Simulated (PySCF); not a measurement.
SMILES C(=NC(C)(C)C)C=NC(C)(C)C, GFN2-xTB optimised geometry. Atoms within 1.6 Å of the plane z = 0.0 Å (x, y, z in Å): C1 (0.63, 3.63, -1.35), C2 (-0.48, 2.57, -1.44), C3 (-1.29, 2.56, -0.14), C6 (0.13, 0.28, -1.11), N8 (1.02, -2.05, -1.21), C9 (0.49, -2.63, 0.00), C10 (1.01, -4.08, 0.00), C11 (1.00, -1.92, 1.26), C12 (-1.05, -2.66, -0.02), H14 (1.29, 3.41, -0.52), H15 (0.20, 4.62, -1.22), H16 (-1.74, 3.54, 0.02), H17 (-0.65, 2.34, 0.72), H18 (-2.09, 1.83, -0.18), H22 (-0.41, 0.17, -0.17), H24 (2.09, -4.08, 0.00), H25 (0.67, -4.59, -0.90), H26 (0.65, -4.62, 0.87), H27 (2.09, -1.87, 1.23), H29 (0.61, -0.91, 1.35), H30 (-1.42, -3.23, 0.83), H31 (-1.47, -1.66, 0.03), H32 (-1.40, -3.14, -0.93).

Level of theory: PySCF with CAM-B3LYP/def2-SVP. Cells within 0.4 Å of a nucleus heavier than hydrogen are left out (blank, or x).

Map of the electrostatic potential (hartree/e), clipped to [-0.08, 0.12] on the plane z = 0.0 Å:

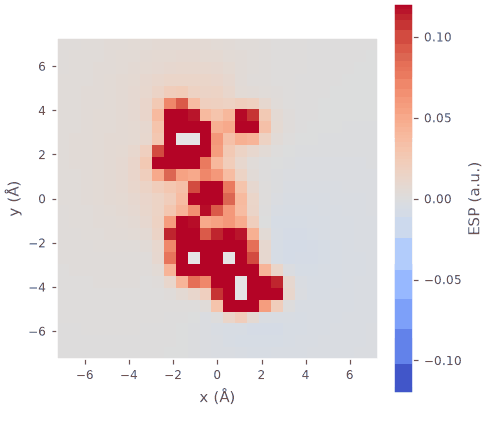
*Electrostatic potential (hartree/e), clipped to [-0.08, 0.12] on the plane z = 0.0 Å.*
